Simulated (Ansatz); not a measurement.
## Pressure series in InP

Consider InP in the zinc blende structure (space group F-43m, No. 216; a = 5.960 Å).

Cell and atoms are relaxed at each pressure.

All numbers come from PBE (Ansatz, a first-principles code; PAW; 420 eV plane waves; without spin-orbit coupling).

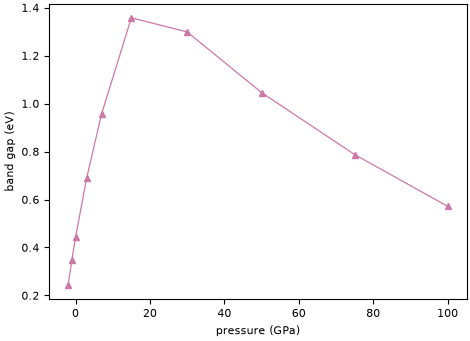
Fig. 1. Band gap against pressure

```
pressure (GPa)  band gap
--------------  --------
-2               0.24 eV
-1               0.35 eV
3                0.69 eV
7                0.96 eV
15               1.36 eV
30               1.30 eV
50               1.05 eV
75               0.79 eV
100              0.57 eV
```

Load acts through the strain it causes; cell and atoms are relaxed under it. No phonon test of stability was made. Measured, InP leaves this structure (for rock salt) near 9.8 GPa (temperature not stated; as listed in Datta, Sujoy, Jana, Debnarayan, arXiv (2020)). The zero or small gap of InP under pressure −2 GPa can change with the level of theory.
